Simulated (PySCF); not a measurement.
**CH6NSi− (SMILES C[N-][SiH3]): MP2/def2-SVP**

Aim: the vertical singlet–triplet gap of CH6NSi− at MP2/def2-SVP, from 2 runs. Input form: a Python script.

The results are computed with PySCF 2.14.0.

## (1) The molecule

CH6NSi−: 9 atoms, total charge -1, spin state singlet. As SMILES, `C[N-][SiH3]`. Geometry: relaxed at GFN2-xTB.

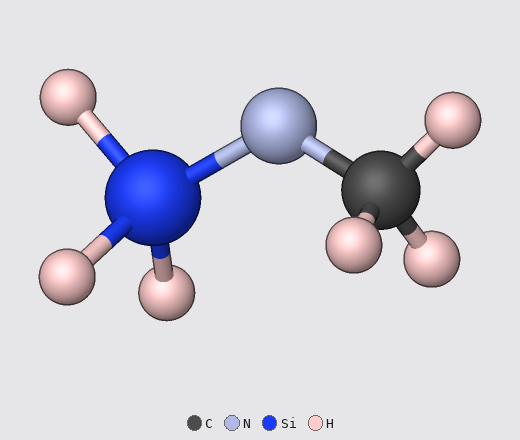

Viewed from a chosen angle; carbon dark grey, nitrogen light blue, silicon blue, hydrogen pink.

## (2) A single-point energy at MP2/def2-SVP

The input, start.xyz:

```xyz
9
CH6NSi
C     -0.712670     0.919970    -0.811790
N     -0.509930     0.391650     0.487660
Si     0.578670    -0.793220     0.839100
H      0.184970     1.402450    -1.260460
H     -1.495620     1.699930    -0.774320
H     -1.052450     0.176080    -1.567380
H      2.062060    -0.577760     0.574520
H      0.451190    -2.171650     0.208950
H      0.493780    -1.047460     2.303720
```

The input, run.py:

```python
# C[N-][SiH3]
from pyscf import gto, scf, mp

mol = gto.M(
    atom='start.xyz',
    spin=0,
    charge=-1,
    verbose=3,
    basis='def2-svp',
    max_memory=1860,
)

hf = scf.RHF(mol)
hf.conv_tol = 1e-10
hf.kernel()
if not hf.converged:
    hf = hf.newton().run(hf.mo_coeff, hf.mo_occ)

pt = mp.MP2(hf, frozen=7).run()
energy = pt.e_tot
print('Final energy', energy)
```

Command:

```console
OMP_NUM_THREADS=1 python run.py
```

What it wrote:

```text
converged SCF energy = -384.528967143511
E(RMP2) = -384.959587001483  E_corr = -0.430619857972258
E(SCS-RMP2) = -384.964520287327  E_corr = -0.4355531438164
Final energy -384.959587001483
```

It took 1.5 s on 1 thread of Arm Neoverse V1, shared host; peak memory 0.16 GiB.

## (3) The triplet at the same level

The input, calc.py:

```python
from pyscf import gto, mp

mol = gto.Mole()
mol.atom = '''
C     -1.346751     1.738491    -1.534061
N     -0.963628     0.740111     0.921544
Si     1.093528    -1.498969     1.585669
H      0.349543     2.650246    -2.381924
H     -2.826312     3.212402    -1.463253
H     -1.988842     0.332743    -2.961919
H      3.896729    -1.091808     1.085685
H      0.852626    -4.103824     0.394858
H      0.933109    -1.979413     4.353400
'''
mol.max_memory = 1860
mol.unit = 'bohr'
mol.charge = -1
mol.verbose = 4
mol.spin = 2
mol.basis = 'def2-svp'
mol.build()

mf = mol.UHF()
mf.conv_tol = 1e-10
mf.kernel()
if not mf.converged:
    mf = mf.newton().run(mf.mo_coeff, mf.mo_occ)

pt = mp.MP2(mf, frozen=7).run()
e_tot = pt.e_tot
print('E = %.10f Eh' % e_tot)
```

Command:

```console
OMP_NUM_THREADS=1 python calc.py
```

What it wrote:

```text
PySCF version 2.14.0

[INPUT] num. atoms = 9
[INPUT] num. electrons = 34
[INPUT] charge = -1
[INPUT] spin (= nelec alpha-beta = 2S) = 2
[INPUT] symmetry False subgroup None
[INPUT] Mole.unit = bohr
[INPUT] Symbol           X                Y                Z      unit          X                Y                Z       unit  Magmom
[INPUT]  1 C     -0.712669937984   0.919969818590  -0.811790121361 AA   -1.346751000000   1.738491000000  -1.534061000000 Bohr   0.0
[INPUT]  2 N     -0.509929977404   0.391649874751   0.487660083660 AA   -0.963628000000   0.740111000000   0.921544000000 Bohr   0.0
[INPUT]  3 Si     0.578670097103  -0.793220234676   0.839099898862 AA    1.093528000000  -1.498969000000   1.585669000000 Bohr   0.0
[INPUT]  4 H      0.184970189837   1.402449786532  -1.260459898943 AA    0.349543000000   2.650246000000  -2.381924000000 Bohr   0.0
[INPUT]  5 H     -1.495619901350   1.699929930714  -0.774320141410 AA   -2.826312000000   3.212402000000  -1.463253000000 Bohr   0.0
[INPUT]  6 H     -1.052449862521   0.176080012693  -1.567380035391 AA   -1.988842000000   0.332743000000  -2.961919000000 Bohr   0.0
[INPUT]  7 H      2.062060183931  -0.577759912300   0.574519760238 AA    3.896729000000  -1.091808000000   1.085685000000 Bohr   0.0
[INPUT]  8 H      0.451190248638  -2.171650138427   0.208949855149 AA    0.852626000000  -4.103824000000   0.394858000000 Bohr   0.0
[INPUT]  9 H      0.493780018104  -1.047460250599   2.303720070019 AA    0.933109000000  -1.979413000000   4.353400000000 Bohr   0.0

nuclear repulsion = 108.601575479436
number of shells = 38
number of NR pGTOs = 126
number of NR cGTOs = 76
basis = def2-svp
ecp = {}

******** <class 'pyscf.scf.uhf.UHF'> ********
method = UHF
initial guess = minao
damping factor = 0
level_shift factor = 0
DIIS = <class 'pyscf.scf.diis.CDIIS'>
diis_start_cycle = 1
diis_space = 8
diis_damp = 0
SCF conv_tol = 1e-10
SCF conv_tol_grad = None
SCF max_cycles = 50
direct_scf = True
direct_scf_tol = 1e-13
number electrons alpha = 18  beta = 16
Set gradient conv threshold to 1e-05
init E= -384.47875832123
[... the frontier-level lines of each cycle are left out ...]


cycle= 1 E= -384.303808315564  delta_E= 0.175  |g|= 0.248  |ddm|=  5.2
cycle= 2 E= -384.362698134674  delta_E= -0.0589  |g|= 0.127  |ddm|= 1.14
cycle= 3 E= -384.375515298184  delta_E= -0.0128  |g|= 0.0515  |ddm|= 0.34
cycle= 4 E= -384.379789345346  delta_E= -0.00427  |g|= 0.015  |ddm|= 0.274
cycle= 5 E= -384.380357140947  delta_E= -0.000568  |g|= 0.00608  |ddm|= 0.167
cycle= 6 E= -384.380463750804  delta_E= -0.000107  |g|= 0.00305  |ddm|= 0.118
cycle= 7 E= -384.380497243654  delta_E= -3.35e-05  |g|= 0.00166  |ddm|= 0.0881
cycle= 8 E= -384.380511564141  delta_E= -1.43e-05  |g|= 0.000863  |ddm|= 0.0726
cycle= 9 E= -384.38051718557  delta_E= -5.62e-06  |g|= 0.000511  |ddm|= 0.0551
cycle= 10 E= -384.380519557987  delta_E= -2.37e-06  |g|= 0.000293  |ddm|= 0.0418
cycle= 11 E= -384.380520482713  delta_E= -9.25e-07  |g|= 0.000166  |ddm|= 0.0307
cycle= 12 E= -384.380520790998  delta_E= -3.08e-07  |g|= 7.46e-05  |ddm|= 0.0222
cycle= 13 E= -384.380520836779  delta_E= -4.58e-08  |g|= 4.53e-05  |ddm|= 0.00745
cycle= 14 E= -384.380520850776  delta_E= -1.4e-08  |g|= 3.27e-05  |ddm|= 0.00251
cycle= 15 E= -384.380520858699  delta_E= -7.92e-09  |g|= 2.52e-05  |ddm|= 0.00239
cycle= 16 E= -384.38052086311  delta_E= -4.41e-09  |g|= 2.12e-05  |ddm|= 0.000653
cycle= 17 E= -384.380520868151  delta_E= -5.04e-09  |g|= 1.69e-05  |ddm|= 0.000912
cycle= 18 E= -384.380520872065  delta_E= -3.91e-09  |g|= 1.31e-05  |ddm|= 0.000638
cycle= 19 E= -384.380520874618  delta_E= -2.55e-09  |g|= 9.56e-06  |ddm|= 0.000362
cycle= 20 E= -384.380520876142  delta_E= -1.52e-09  |g|= 6.06e-06  |ddm|= 0.000396
cycle= 21 E= -384.380520876836  delta_E= -6.94e-10  |g|= 2.73e-06  |ddm|= 0.000506
cycle= 22 E= -384.380520876931  delta_E= -9.52e-11  |g|= 1.13e-06  |ddm|= 0.000189
Extra cycle  E= -384.380520876936  delta_E= -5.29e-12  |g|= 7.95e-07  |ddm|= 2.58e-05
converged SCF energy = -384.380520876936  <S^2> = 2.0116514  2S+1 = 3.0077576

******** <class 'pyscf.mp.ump2.UMP2'> ********
nocc = (np.int64(11), np.int64(9)), nmo = (69, 69)
frozen orbitals 7
E(UMP2) = -384.779627294535  E_corr = -0.399106417599277
E(SCS-UMP2) = -384.783401782574  E_corr = -0.402880905637781
E_corr(same-spin) = -0.0877463024784821
E_corr(oppo-spin) = -0.311360115120795
E = -384.7796272945 Eh
```

It took 2.6 s on 1 thread of Arm Neoverse V1, shared host; peak memory 0.17 GiB.

## (4) Results

At MP2/def2-SVP, 7 core orbitals frozen:

| quantity | value |
| --- | --- |
| singlet: total energy | -384.95959 Eh |
| singlet: HOMO energy (Hartree–Fock orbitals) | -2.47 eV |
| singlet: LUMO energy (Hartree–Fock orbitals) | 9.49 eV |
| singlet: HOMO–LUMO gap (to an unbound level, set by the basis) | 11.97 eV |
| singlet: correlation energy (7 core orbitals frozen) | -430.6 mEh |
| triplet: total energy | -384.77963 Eh |
| triplet: HOMO energy (Hartree–Fock orbitals) (highest over α and β) | 3.44 eV |
| triplet: LUMO energy (Hartree–Fock orbitals) (lowest over α and β) | 7.22 eV |
| triplet: correlation energy (7 core orbitals frozen) | -399.1 mEh |
| triplet: ⟨S²⟩ of the reference determinant | 2.012 |
| vertical energy of the triplet above the singlet | 4.897 eV |

At this shape the triplet lies 4.90 eV (113 kcal/mol) above the singlet. For an anion a state so high probably lies above electron detachment. Mulliken charges (singlet) of the mean-field density run from -0.85 on N2 to +0.77 on Si3. Mulliken charges (triplet) of the mean-field density run from -0.38 on N2 to +0.40 on C1; they depend strongly on the basis. The HOMO (triplet) lies at positive energy, 3.44 eV: the electron is unbound at this level or held by a compact basis; values depend on the basis.
